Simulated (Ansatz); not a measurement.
Start from Ge in the diamond structure (space group Fd-3m, No. 227; a = 5.676 Å).

Perturbation: an isotropic linear strain of −1.50 %, atoms relaxed at fixed cell.

The values are results of PBEsol in Ansatz (plane waves to 420 eV, PAW, without spin-orbit coupling), not measurements.

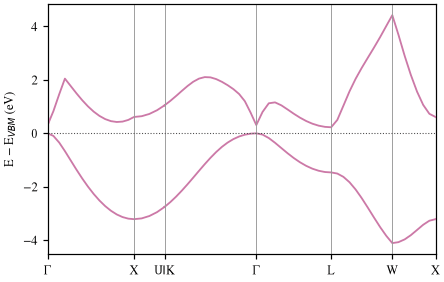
Fig. 1. Highest valence and lowest conduction band along the path of the changed cell's own zone

### Question
Read the changed gap and its character from the plot.

### Answer
About 0.2 eV, indirect, Γ → L.

Stability against distortions was not tested.

Ansatz is a first-principles code.
